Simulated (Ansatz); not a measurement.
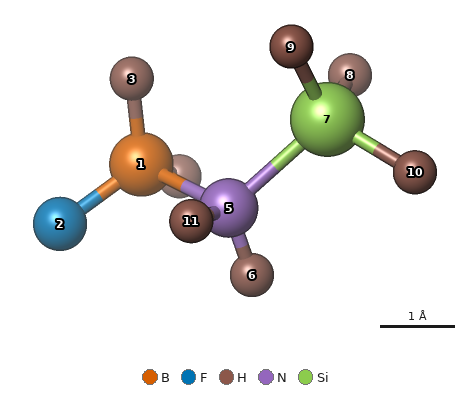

**Figure 1.** The input geometry (ball-and-stick view, seen at a tilt; atoms are numbered from 1 in the order of the input). Bond lengths as drawn: B–F 1.39 Å, B–H 1.21 to 1.22 Å, B–N 1.71 Å, H–N 1.02 Å, H–Si 1.48 to 1.49 Å and N–Si 1.81 Å.

Nudged elastic band, with input and output: BSiNH₇F (part 1 of 2)

The run: nudged elastic band of BSiNH₇F. Method and program: RKS B3LYP/6-31G* (Ansatz 0.2.0).

It belongs to a series of runs on one base structure; here: band between the two ends. Figures and captions count atoms from 1; the log counts them from 0 in places.

The input:
```yaml
crystal:
  periodic: [false, false, false]
  atoms:
    - { symbol: B, position_ang: [0.126435, -0.362472, -0.004799] }
    - { symbol: F, position_ang: [-0.862972, 0.616909, -0.003473] }
    - { symbol: H, position_ang: [1.251963, 0.053499, 0.212878] }
    - { symbol: H, position_ang: [0.043245, -1.182952, -0.896003] }
    - { symbol: "N", position_ang: [-0.22477, -1.27464, 1.400416] }
    - { symbol: H, position_ang: [-1.068159, -1.822504, 1.221442] }
    - { symbol: Si, position_ang: [1.201732, -2.272574, 1.913387] }
    - { symbol: H, position_ang: [1.825169, -2.828673, 0.697575] }
    - { symbol: H, position_ang: [2.100684, -1.368866, 2.660324] }
    - { symbol: H, position_ang: [0.718899, -3.36589, 2.79596] }
    - { symbol: H, position_ang: [-0.478926, -0.582738, 2.109894] }
basis:
  gaussian: { orbitals: "6-31G*" }
hamiltonian:
  xc: b3lyp
neb:
  order_check: false
  images: 7
  f_tol: 0.05
  max_iterations: 60
  final_atoms:
    - { symbol: B, position_ang: [0.39390713, -0.702613, -0.3779773] }
    - { symbol: F, position_ang: [-0.82435092, 0.32254064, 2.45218925] }
    - { symbol: H, position_ang: [1.36587576, -0.02404108, -0.23375347] }
    - { symbol: H, position_ang: [-0.32755948, -0.58264619, -1.32435814] }
    - { symbol: "N", position_ang: [0.07681064, -1.6598196, 0.61758606] }
    - { symbol: H, position_ang: [-0.71913592, -2.26325763, 0.42008344] }
    - { symbol: Si, position_ang: [1.14714271, -2.18679735, 1.94209767] }
    - { symbol: H, position_ang: [1.89769155, -3.40408849, 1.53202859] }
    - { symbol: H, position_ang: [2.08026169, -1.07837736, 2.22564722] }
    - { symbol: H, position_ang: [0.31728206, -2.52587152, 3.12291137] }
    - { symbol: H, position_ang: [-0.77462523, -0.28592942, 1.73114631] }
  initial_path:
    images:
      - { positions_ang: [[0.126435, -0.362472, -0.004799], [-0.862972, 0.616909, -0.003473], [1.251963, 0.053499, 0.212878], [0.043245, -1.182952, -0.896003], [-0.22477, -1.27464, 1.400416], [-1.068159, -1.822504, 1.221442], [1.201732, -2.272574, 1.913387], [1.825169, -2.828673, 0.697575], [2.100684, -1.368866, 2.660324], [0.718899, -3.36589, 2.79596], [-0.478926, -0.582738, 2.109894]] }
      - { positions_ang: [[0.07434518, -0.26373587, 0.01542725], [-0.72275361, 0.42139846, 0.42731828], [1.18914871, 0.10875959, 0.07107752], [-0.21948222, -0.90441086, -0.8381628], [-0.10975339, -1.3911216, 1.17483833], [-0.8166677, -1.99344601, 0.87315305], [1.16586756, -2.24697122, 1.95092389], [1.74194233, -3.01237556, 1.02810409], [2.13018682, -1.35304787, 2.55959132], [0.57042058, -3.02107364, 2.88977662], [-0.36995426, -0.73487641, 1.95555345]] }
      - { positions_ang: [[0.02225535, -0.16499974, 0.0356535], [-0.58253523, 0.22588792, 0.85810956], [1.12633442, 0.16402017, -0.07072296], [-0.48220943, -0.62586973, -0.7803226], [0.00526322, -1.50760319, 0.94926067], [-0.56517639, -2.16438801, 0.52486409], [1.13000311, -2.22136845, 1.98846077], [1.65871566, -3.19607812, 1.35863318], [2.15968964, -1.33722975, 2.45885865], [0.42194216, -2.67625729, 2.98359325], [-0.26098252, -0.88701482, 1.8012129]] }
      - { positions_ang: [[-0.02983447, -0.06626361, 0.05587975], [-0.44231684, 0.03037738, 1.28890084], [1.06352013, 0.21928076, -0.21252344], [-0.74493665, -0.34732859, -0.72248241], [0.12027983, -1.62408479, 0.723683], [-0.31368509, -2.33533002, 0.17657514], [1.09413867, -2.19576567, 2.02599766], [1.57548899, -3.37978068, 1.68916227], [2.18919246, -1.32141162, 2.35812597], [0.27346374, -2.33144093, 3.07740987], [-0.15201078, -1.03915323, 1.64687235]] }
      - { positions_ang: [[-0.0819243, 0.03247252, 0.076106], [-0.30209845, -0.16513316, 1.71969212], [1.00070584, 0.27454135, -0.35432392], [-1.00766387, -0.06878746, -0.66464221], [0.23529644, -1.74056638, 0.49810533], [-0.06219379, -2.50627202, -0.17171381], [1.05827422, -2.17016289, 2.06353454], [1.49226233, -3.56348325, 2.01969135], [2.21869528, -1.30559349, 2.2573933], [0.12498532, -1.98662458, 3.1712265], [-0.04303904, -1.19129164, 1.49253179]] }
      - { positions_ang: [[0.03703356, -0.15129886, -0.03741482], [-0.43266157, -0.04321471, 1.9028164], [1.09199832, 0.19989574, -0.32418131], [-0.83763777, -0.19725214, -0.82957119], [0.19567499, -1.72037969, 0.52797551], [-0.22642932, -2.44551842, -0.0237645], [1.08049135, -2.17432151, 2.03317533], [1.59361963, -3.52363456, 1.89777566], [2.18408688, -1.24878946, 2.24945678], [0.17305951, -2.12143631, 3.15914772], [-0.22593559, -0.96495109, 1.55218542]] }
      - { positions_ang: [[0.15599142, -0.33507024, -0.15093565], [-0.56322468, 0.07870374, 2.08594068], [1.1832908, 0.12525014, -0.2940387], [-0.66761167, -0.32571683, -0.99450017], [0.15605354, -1.70019299, 0.5578457], [-0.39066485, -2.38476482, 0.12418482], [1.10270847, -2.17848012, 2.00281611], [1.69497694, -3.48378587, 1.77585997], [2.14947848, -1.19198543, 2.24152026], [0.22113369, -2.25624805, 3.14706894], [-0.40883214, -0.73861053, 1.61183905]] }
      - { positions_ang: [[0.27494927, -0.51884162, -0.26445648], [-0.6937878, 0.20062219, 2.26906496], [1.27458328, 0.05060453, -0.26389608], [-0.49758558, -0.45418151, -1.15942916], [0.11643209, -1.6800063, 0.58771588], [-0.55490038, -2.32401123, 0.27213413], [1.12492559, -2.18263874, 1.97245689], [1.79633424, -3.44393718, 1.65394428], [2.11487009, -1.1351814, 2.23358374], [0.26920788, -2.39105978, 3.13499016], [-0.59172868, -0.51226998, 1.67149268]] }
      - { positions_ang: [[0.39390713, -0.702613, -0.3779773], [-0.82435092, 0.32254064, 2.45218925], [1.36587576, -0.02404108, -0.23375347], [-0.32755948, -0.58264619, -1.32435814], [0.07681064, -1.6598196, 0.61758606], [-0.71913592, -2.26325763, 0.42008344], [1.14714271, -2.18679735, 1.94209767], [1.89769155, -3.40408849, 1.53202859], [2.08026169, -1.07837736, 2.22564722], [0.31728206, -2.52587152, 3.12291137], [-0.77462523, -0.28592942, 1.73114631]] }
```

Launched with:
```bash
ansatz run input.yaml --threads 1 --pin off --max-ram 2048MiB --backend cpu --events-out ev --progress --plain --runs-dir out
```

What the program printed:
```
Engine: ansatz 0.2.0, x86_64-unknown-linux-gnu
Functional definition: B3LYP
  parameter a0 = 0.2
  parameter ax = 0.72
  parameter ac = 0.81
  exchange = (1 - a0 - ax)*slater_x + ax*b88_x + a0*exact_x
  correlation = (1 - ac)*vwn_rpa_c + ac*lyp_c
877 factors; integrals over basis functions are off by at most 5.0e-4 eV
mean field evaluation 1: about -12872.3234 eV, gradient 4.9e1 eV
mean field evaluation 2: about -12868.4206 eV, gradient 6.6e1 eV
mean field evaluation 4: about -12876.8079 eV, gradient 1.4e0 eV
mean field evaluation 8: about -12876.8275 eV, gradient 2.0e-2 eV
mean field -12876.82753168 eV, -473.2146835622 hartree, gradient 2.0e-5 eV, S^2 0.000000; 0 other end points of the search recorded, 0 dependent functions left out
the calculation of the forces begins
reference -12876.82776313 eV, -473.2146920678 hartree; 21, 21 occupied and 57, 57 virtual orbitals, 877 factors
877 factors; integrals over basis functions are off by at most 5.7e-4 eV
mean field evaluation 16: about -12870.3608 eV, gradient 5.5e1 eV
mean field -12875.92742431 eV, -473.1816052265 hartree, gradient 2.9e-5 eV, S^2 0.000000; 0 other end points of the search recorded, 0 dependent functions left out
[... from here on the field's lines of each further geometry are left out, up to the last ...]
NEB iter   1: max|band force component| = 1.909e1 eV/Å  barrier→ = 7.8431 eV  barrier← = 6.9430 eV  Δτ_max = 0.1986 Å  (214 SCF iters)
NEB iter   2: max|band force component| = 6.040e0 eV/Å  barrier→ = 2.9533 eV  barrier← = 2.0532 eV  Δτ_max = 0.2000 Å  (195 SCF iters)
NEB iter   3: max|band force component| = 3.170e0 eV/Å  barrier→ = 1.9479 eV  barrier← = 1.0478 eV  Δτ_max = 0.1673 Å  (180 SCF iters)
NEB iter   4: max|band force component| = 2.615e0 eV/Å  barrier→ = 1.6791 eV  barrier← = 0.7790 eV  Δτ_max = 0.1897 Å  (178 SCF iters)
NEB iter   5: max|band force component| = 3.045e0 eV/Å  barrier→ = 1.7582 eV  barrier← = 0.8581 eV  Δτ_max = 0.1972 Å  (183 SCF iters)
NEB iter   6: max|band force component| = 2.589e0 eV/Å  barrier→ = 1.8794 eV  barrier← = 0.9793 eV  Δτ_max = 0.2000 Å  (184 SCF iters)
NEB iter   7: max|band force component| = 6.095e0 eV/Å  barrier→ = 1.8773 eV  barrier← = 0.9772 eV  Δτ_max = 0.0998 Å  (180 SCF iters)
NEB iter   8: max|band force component| = 2.000e0 eV/Å  barrier→ = 1.4073 eV  barrier← = 0.5072 eV  Δτ_max = 0.2000 Å  (170 SCF iters)
NEB iter   9: max|band force component| = 1.008e0 eV/Å  barrier→ = 1.3641 eV  barrier← = 0.4640 eV  Δτ_max = 0.1999 Å  (176 SCF iters)
NEB iter  10: max|band force component| = 1.192e0 eV/Å  barrier→ = 1.2335 eV  barrier← = 0.3334 eV  Δτ_max = 0.1008 Å  (178 SCF iters)
NEB iter  11: max|band force component| = 8.013e-1 eV/Å  barrier→ = 1.1551 eV  barrier← = 0.2550 eV  Δτ_max = 0.1010 Å  (170 SCF iters)
NEB iter  12: max|band force component| = 5.538e-1 eV/Å  barrier→ = 1.1043 eV  barrier← = 0.2042 eV  Δτ_max = 0.2000 Å  (162 SCF iters)
NEB iter  13: max|band force component| = 1.885e0 eV/Å  barrier→ = 1.1225 eV  barrier← = 0.2223 eV  Δτ_max = 0.1010 Å  (176 SCF iters)
NEB iter  14: max|band force component| = 1.300e0 eV/Å  barrier→ = 1.2898 eV  barrier← = 0.3897 eV  Δτ_max = 0.1014 Å  (166 SCF iters)
NEB iter  15: max|band force component| = 1.153e0 eV/Å  barrier→ = 1.1826 eV  barrier← = 0.2825 eV  CI = image 5  Δτ_max = 0.1897 Å  (162 SCF iters)
NEB iter  16: max|band force component| = 1.925e0 eV/Å  barrier→ = 1.4568 eV  barrier← = 0.5567 eV  CI = image 5  Δτ_max = 0.0909 Å  (169 SCF iters)
NEB iter  17: max|band force component| = 8.301e-1 eV/Å  barrier→ = 1.3342 eV  barrier← = 0.4341 eV  CI = image 5  Δτ_max = 0.0725 Å  (167 SCF iters)
NEB iter  18: max|band force component| = 1.136e0 eV/Å  barrier→ = 1.3358 eV  barrier← = 0.4357 eV  CI = image 5  Δτ_max = 0.0372 Å  (169 SCF iters)
NEB iter  19: max|band force component| = 2.797e-1 eV/Å  barrier→ = 1.3223 eV  barrier← = 0.4222 eV  CI = image 5  Δτ_max = 0.0741 Å  (167 SCF iters)
NEB iter  20: max|band force component| = 4.298e-1 eV/Å  barrier→ = 1.3113 eV  barrier← = 0.4112 eV  CI = image 5  Δτ_max = 0.0373 Å  (163 SCF iters)
NEB iter  21: max|band force component| = 1.552e-1 eV/Å  barrier→ = 1.3092 eV  barrier← = 0.4091 eV  CI = image 5  Δτ_max = 0.0381 Å  (165 SCF iters)
NEB iter  22: max|band force component| = 7.619e-2 eV/Å  barrier→ = 1.3066 eV  barrier← = 0.4065 eV  CI = image 5  Δτ_max = 0.0222 Å  (162 SCF iters)
NEB iter  23: max|band force component| = 3.646e-2 eV/Å  barrier→ = 1.3055 eV  barrier← = 0.4054 eV  CI = image 5  Δτ_max = 0.0491 Å  (160 SCF iters)
NEB iter  24: max|band force component| = 7.993e-2 eV/Å  barrier→ = 1.3036 eV  barrier← = 0.4035 eV  CI = image 5  Δτ_max = 0.0246 Å  (25 SCF iters)
NEB iter  25: max|band force component| = 8.592e-2 eV/Å  barrier→ = 1.3028 eV  barrier← = 0.4027 eV  CI = image 5  Δτ_max = 0.0491 Å  (165 SCF iters)
NEB iter  26: max|band force component| = 1.359e-1 eV/Å  barrier→ = 1.3021 eV  barrier← = 0.4020 eV  CI = image 5  Δτ_max = 0.0491 Å  (165 SCF iters)
NEB iter  27: max|band force component| = 7.888e-2 eV/Å  barrier→ = 1.3019 eV  barrier← = 0.4018 eV  CI = image 5  Δτ_max = 0.0493 Å  (166 SCF iters)
NEB iter  28: max|band force component| = 2.443e-1 eV/Å  barrier→ = 1.3018 eV  barrier← = 0.4017 eV  CI = image 5  Δτ_max = 0.0246 Å  (162 SCF iters)
NEB iter  29: max|band force component| = 1.061e-1 eV/Å  barrier→ = 1.3017 eV  barrier← = 0.4016 eV  CI = image 5  Δτ_max = 0.0293 Å  (155 SCF iters)
the calculation of the forces begins
reference -12875.89395176 eV, -473.1803751329 hartree; 21, 21 occupied and 57, 57 virtual orbitals, 877 factors
877 factors; integrals over basis functions are off by at most 4.8e-4 eV
mean field evaluation 1344: about -12875.3627 eV, gradient 8.4e0 eV
mean field -12875.52581620 eV, -473.1668464003 hartree, gradient 7.6e-5 eV, S^2 0.000000; 1 other end points of the search recorded, 0 dependent functions left out
the calculation of the forces begins
reference -12875.52605089 eV, -473.1668550253 hartree; 21, 21 occupied and 57, 57 virtual orbitals, 877 factors
NEB iter  30: max|band force component| = 2.689e-2 eV/Å  barrier→ = 1.3017 eV  barrier← = 0.4016 eV  CI = image 5  Δτ_max = 0.0000 Å  (320 SCF iters)
```
